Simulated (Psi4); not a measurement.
# triplet SF6 at 4 levels

We compute a comparison of 4 runs (UHF/STO-3G, UHF/3-21G, UB3LYP/6-31G*, UTPSSh/6-31G*) of triplet SF6. 

Program for the calculation: Psi4 1.11.

2 further runs of the same task are left out: 2 set aside as unsound or not needed. Runs told in other sessions of the task aren't counted.

## Step 1: The system as given

The species is SF6 (7 atoms), meant as a triplet with charge 0. As SMILES of the parent species, `FS(F)(F)(F)(F)F`. The coordinates come from a PBE0-D4/def2-TZVP relaxation. That shape belongs to the parent species and isn't relaxed for this state.

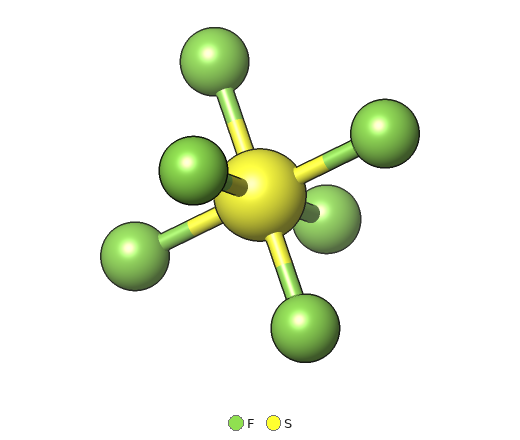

Viewed from a chosen angle; fluorine green, sulfur yellow.

## Step 2: The energy at UHF/STO-3G (run 1)

Input file f6s.xyz:

```xyz
7
F6S
F     -0.566040    -1.308390     0.646140
S      0.000000     0.000000     0.000000
F      1.164640     0.012530     1.045590
F     -1.164600    -0.012550    -1.045640
F      0.565990     1.308430    -0.646120
F     -0.879260     0.858880     0.969040
F      0.879260    -0.858900    -0.969010
```

Input file f6s.py:

```python
import psi4

psi4.set_memory('2200 MB')
psi4.set_num_threads(1)
psi4.core.set_output_file('run.log', False)

with open('f6s.xyz') as f:
    atoms = ''.join(f.readlines()[2:])
mol = psi4.geometry('0 3\n' + atoms + 'symmetry c1')

psi4.set_options({
    'basis': 'STO-3G',
    'reference': 'uhf',
    'puream': True,
    'e_convergence': 1e-09,
    'd_convergence': 1e-08,
    'scf_type': 'pk',
    'maxiter': 100,
})

result, w = psi4.energy('scf', return_wfn=True)
psi4.oeprop(w, 'WIBERG_LOWDIN_INDICES', 'MAYER_INDICES', 'QUADRUPOLE')
print(f'scf energy: {result:.10f} Eh')
```

Command:

```bash
$ python f6s.py
```

run.log:

```text
[...]
  Running in c1 symmetry.
[...]
  Nuclear repulsion =  565.564093798421709
[...]
  Multiplicity = 3
[...]
  Nalpha       = 36
  Nbeta        = 34
[...]
    Number of basis functions: 39
[...]
   @UHF iter   1:  -980.20252346656753   -6.10980e-01   1.33950e-02 DIIS/ADIIS
[...]
   @UHF iter  29:  -980.42981555878237    4.54747e-13   7.79109e-09 DIIS
[...]
   @S^2 Observed:                2.017870808E+00
[...]
    Orbital Energies [Eh]
    ---------------------
    Alpha Occupied:
       1A    -91.389516     2A    -25.945041     3A    -25.945035
       4A    -25.944963     5A    -25.944549     6A    -25.834071
       7A    -25.833789     8A     -9.221107     9A     -6.844264
      10A     -6.844264    11A     -6.841811    12A     -1.734406
      13A     -1.613190    14A     -1.613185    15A     -1.548095
      16A     -1.540873    17A     -1.490852    18A     -0.973249
      19A     -0.790101    20A     -0.790100    21A     -0.750735
      22A     -0.627133    23A     -0.574076    24A     -0.574072
      25A     -0.564618    26A     -0.564614    27A     -0.545441
      28A     -0.541795    29A     -0.530016    30A     -0.512838
      31A     -0.479340    32A     -0.470123    33A     -0.470123
      34A     -0.458159    35A     -0.458158    36A     -0.016333
[...]
  @UHF Final Energy:  -980.42981555878237
   => Energetics <=
    Nuclear Repulsion Energy =            565.5640937984217089
    One-Electron Energy =               -2500.5387632081992706
    Two-Electron Energy =                 954.5448538509951959
    Total Energy =                       -980.4298155587823658
  UHF NO Occupations:
  HONO-2 :   34  A 1.9953282
  HONO-1 :   35  A 1.0000000
  HONO-0 :   36  A 1.0000000
  LUNO+0 :   37  A 0.0046718
  LUNO+1 :   38  A 0.0021396
[...]
 Multipole Moments:
 ------------------------------------------------------------------------------------
     Multipole            Electronic (a.u.)      Nuclear  (a.u.)        Total (a.u.)
 ------------------------------------------------------------------------------------
 L = 1.  Multiply by 2.5417464519 to convert [e a0] to [Debye]
 Dipole X            :          0.0000210            0.0000021            0.0000231
 Dipole Y            :         -0.0000815            0.0000000           -0.0000815
 Dipole Z            :          0.0000115            0.0000000            0.0000115
 Magnitude           :                                                    0.0000855
 L = 2.  Multiply by 1.3450342976 to convert [e a0^2] to [Debye ang]
 Quadrupole XX       :       -186.8336031          157.4718021          -29.3618011
 Quadrupole XY       :         -0.0136227           -0.0002315           -0.0138542
[...]
```

On the terminal:

```text
scf energy: -980.4298155588 Eh
```

Run time: 3.3 s. Hardware: 1 thread of Intel Xeon Platinum 8488C (Sapphire Rapids), shared host; peak memory 0.18 GiB.

## Step 3: Energy and gradient at UHF/3-21G (run 2)

Input file calc.in:

```
memory 2.2 GB

molecule {
  0 3
  F
  S 1 R2
  F 2 R3 1 A3
  F 2 R4 1 A4 3 D4
  F 2 R5 3 A5 1 D5
  F 2 R6 1 A6 4 D6
  F 2 R7 1 A7 6 D7

  R2 = 1.565178
  R3 = 1.565184
  A3 = 90.00069
  R4 = 1.565188
  A4 = 89.99998
  D4 = 179.99764
  R5 = 1.565185
  A5 = 90.00017
  D5 = 179.99772
  R6 = 1.565187
  A6 = 89.99809
  D6 = 90.0014
  R7 = 1.56518
  A7 = 90.00085
  D7 = 179.99927
  symmetry c1
}

set basis 3-21G
set reference uhf
set puream true
set e_convergence 1e-09
set d_convergence 1e-08
set scf_type pk
set maxiter 100

gradient('scf')
print_variables()
```

Command:

```bash
$ psi4 -i calc.in -o calc.out -n 1
```

calc.out, cut to the lines that bear on the results:

```text
[...]
  Running in c1 symmetry.
[...]
  Nuclear repulsion =  565.564144245672878
[...]
  Multiplicity = 3
[...]
  Nalpha       = 36
  Nbeta        = 34
[...]
    Number of basis functions: 67
[...]
   @UHF iter   1:  -988.10011006409059    7.72012e-01   8.68298e-03 DIIS/ADIIS
[...]
   @UHF iter  36:  -988.27325366591049    1.17097e-11   7.43040e-09 DIIS
[...]
   @S^2 Observed:                2.023800168E+00
[...]
  @UHF Final Energy:  -988.27325366591049
   => Energetics <=
    Nuclear Repulsion Energy =            565.5641442456728782
    One-Electron Energy =               -2499.8966956985004799
    Two-Electron Energy =                 946.0592977869171136
    Total Energy =                       -988.2732536659104881
  UHF NO Occupations:
  HONO-2 :   34  A 1.9969266
  HONO-1 :   35  A 1.0000000
  HONO-0 :   36  A 1.0000000
  LUNO+0 :   37  A 0.0030734
  LUNO+1 :   38  A 0.0030729
[...]
 Multipole Moments:
 ------------------------------------------------------------------------------------
     Multipole            Electronic (a.u.)      Nuclear  (a.u.)        Total (a.u.)
 ------------------------------------------------------------------------------------
 L = 1.  Multiply by 2.5417464519 to convert [e a0] to [Debye]
 Dipole X            :          0.0000592            0.0000010            0.0000602
 Dipole Y            :         -0.0000162           -0.0000016           -0.0000178
 Dipole Z            :         -0.0000407            0.0000008           -0.0000399
 Magnitude           :                                                    0.0000744
[...]
  -Total Gradient:
     Atom            X                  Y                   Z
    ------   -----------------  -----------------  -----------------
       1       -0.000004013582     0.000002100104     0.164565220447
       2        0.000019183378    -0.000002925335    -0.000007591963
       3        0.000004487747     0.142377444547     0.000000316068
       4       -0.000002511645    -0.142376040783     0.000002667444
       5        0.000003229437     0.000000209516    -0.164565030632
       6        0.164557663927    -0.000003643756     0.000005825768
       7       -0.164578039260     0.000002855706    -0.000001407134
[...]
```

Wall time 3.9 s (1 thread of Intel Xeon Platinum 8488C (Sapphire Rapids), shared host); peak memory 0.22 GiB.

Run 3 isn't shown in full; the table further down has it.

## Step 4: Energy and gradient at UTPSSh/6-31G(d) (spherical functions) (run 4)

Input file job.json:

```json
{
  "schema_name": "qcschema_input",
  "schema_version": 1,
  "molecule": {
    "schema_name": "qcschema_molecule",
    "schema_version": 2,
    "symbols": ["F", "S", "F", "F", "F", "F", "F"],
    "geometry": [-1.06966058, -2.47249876, 1.22102764, 0.0, 0.0, 0.0, 2.20085063, 0.02367827, 1.97587874, -2.20077504, -0.02371606, -1.97597322, 1.06956609, 2.47257435, -1.22098984, -1.66156059, 1.62304797, 1.8312202, 1.66156059, -1.62308577, -1.83116351],
    "molecular_charge": 0,
    "molecular_multiplicity": 3,
    "fix_symmetry": "c1"
  },
  "driver": "gradient",
  "model": {
    "method": "tpssh",
    "basis": "6-31G*"
  },
  "keywords": {
    "reference": "uks",
    "puream": true,
    "e_convergence": 1e-09,
    "d_convergence": 1e-08,
    "scf_type": "pk",
    "dft_radial_points": 99,
    "dft_spherical_points": 590,
    "maxiter": 100,
    "scf_properties": ["DIPOLE", "WIBERG_LOWDIN_INDICES", "MAYER_INDICES"]
  }
}
```

Command:

```bash
$ psi4 --qcschema job.json -n 1 --memory 2200MB
```

stdout, cut to the lines that bear on the results:

```text
[...]
  Running in c1 symmetry.
[...]
  Nuclear repulsion =  565.564094729426301
[...]
  Multiplicity = 3
[...]
  Nalpha       = 36
  Nbeta        = 34
[...]
    Number of basis functions: 102
[...]
   @UKS iter   1:  -996.65287157569048    8.88138e-01   6.39125e-03 DIIS/ADIIS
[...]
   @UKS iter  22:  -996.79114607198244   -2.72848e-12   7.10162e-09 DIIS
[...]
   @S^2 Observed:                2.002466051E+00
[...]
  @UKS Final Energy:  -996.79114607198244
   => Energetics <=
    Nuclear Repulsion Energy =            565.5640947294263015
    One-Electron Energy =               -2510.2925939696488058
    Two-Electron Energy =                1028.1709381192674755
    DFT Exchange-Correlation Energy =     -80.2335849510275523
    Empirical Dispersion Energy =           0.0000000000000000
    VV10 Nonlocal Energy =                  0.0000000000000000
    Total Energy =                       -996.7911460719824390
  UHF NO Occupations:
  HONO-2 :   34  A 1.9998064
  HONO-1 :   35  A 1.0000000
[...]
 Multipole Moments:
 ------------------------------------------------------------------------------------
     Multipole            Electronic (a.u.)      Nuclear  (a.u.)        Total (a.u.)
 ------------------------------------------------------------------------------------
 L = 1.  Multiply by 2.5417464519 to convert [e a0] to [Debye]
 Dipole X            :         -0.0000013            0.0000021            0.0000008
 Dipole Y            :         -0.0000055           -0.0000000           -0.0000055
 Dipole Z            :          0.0000026           -0.0000000            0.0000026
 Magnitude           :                                                    0.0000061
[...]
  -Total Gradient:
     Atom            X                  Y                   Z
    ------   -----------------  -----------------  -----------------
       1        0.049507526433     0.114354970396    -0.056522309944
       2       -0.000001008790     0.000002872822     0.000000095856
       3       -0.101836709013    -0.001062487499    -0.091394474695
       4        0.101838092898     0.001063330965     0.091394042153
       5       -0.049509972613    -0.114356469010     0.056523189599
       6        0.076902228980    -0.075009184894    -0.084657630531
       7       -0.076900217537     0.075007032160     0.084657106846
[...]
```

The result, in JSON:

```text
{
 "driver": "gradient",
 "model": {
  "method": "tpssh",
  "basis": "6-31G*"
 },
 "success": true,
 "return_result": [0.049507526432902266, 0.11435497039615378, -0.056522309944125965, -1.0087901468574485e-06, 2.8728216010842897e-06, 9.585643846080705e-08, -0.10183670901320954, -0.0010624874986385818, -0.09139447469470288, 0.10183809289803264, 0.001063330964560563, 0.09139404215253394, -0.049509972612540504, -0.11435646900969904, 0.056523189598639445, 0.07690222897988049, -0.07500918489358148, -0.08465763053103724, -0.07690021753673715, 0.07500703215975851, 0.08465710684591457],
 "properties": {
  "calcinfo_nbasis": 102,
  "calcinfo_nmo": 102,
  "calcinfo_nalpha": 36,
  "calcinfo_nbeta": 34,
  "calcinfo_natom": 7,
  "nuclear_repulsion_energy": 565.5640947294263,
  "return_energy": -996.7911460719824,
  "return_gradient": [0.049507526432902266, 0.11435497039615378, -0.056522309944125965, -1.0087901468574485e-06, 2.8728216010842897e-06, 9.585643846080705e-08, -0.10183670901320954, -0.0010624874986385818, -0.09139447469470288, 0.10183809289803264, 0.001063330964560563, 0.09139404215253394, -0.049509972612540504, -0.11435646900969904, 0.056523189598639445, 0.07690222897988049, -0.07500918489358148, -0.08465763053103724, -0.07690021753673715, 0.07500703215975851, 0.08465710684591457],
  "scf_one_electron_energy": -2510.292593969649,
  "scf_two_electron_energy": 1028.1709381192675,
  "scf_xc_energy": -80.23358495102755,
  "scf_dipole_moment": [8.011380692174441e-07, -5.524527326550288e-06, 2.558876274483257e-06],
  "scf_total_energy": -996.7911460719824,
  "scf_total_gradient": [0.049507526432902266, 0.11435497039615378, -0.056522309944125965, -1.0087901468574485e-06, 2.8728216010842897e-06, 9.585643846080705e-08, -0.10183670901320954, -0.0010624874986385818, -0.09139447469470288, 0.10183809289803264, 0.001063330964560563, 0.09139404215253394, -0.049509972612540504, -0.11435646900969904, 0.056523189598639445, 0.07690222897988049, -0.07500918489358148, -0.08465763053103724, -0.07690021753673715, 0.07500703215975851, 0.08465710684591457],
  "scf_iterations": 22
 }
}
```

Wall time 2.1 min (1 thread of Intel Xeon Platinum 8488C (Sapphire Rapids), shared host); peak memory 1 GiB.

## Step 5: Overview of the runs

```
run                                level      task         integration grid  energy (Eh)  dipole moment (D)  HOMO energy (eV)   ⟨S²⟩  wall time
  1                           UHF/STO-3G    energy                        –  -980.429816               0.00             -0.44  2.018      3.3 s
  2                            UHF/3-21G  gradient                        –  -988.273254               0.00             -7.69  2.024      3.9 s
  3  UB3LYP/6-31G* (spherical functions)    energy  99 radial × 590 angular  -996.783405               0.00             -2.97  2.003       55 s
  4  UTPSSh/6-31G* (spherical functions)  gradient  99 radial × 590 angular  -996.791146               0.00             -2.36  2.002    2.1 min
```

## Step 6: What came out

| quantity | value |
| --- | --- |
| run 4: total energy | -996.79115 Eh |
| run 4: dipole moment | 0.00 D |
| run 4: HOMO energy (highest over α and β) | -2.36 eV |
| run 4: ⟨S²⟩ | 2.002 |
| run 4: largest force on an atom | 7.037 eV/Å |

**Reading.** Totals of different functionals can't be ranked against each other. In run 1 the basis is minimal, so the values are rough. All runs together took 3.2 min, the longest 2.1 min.
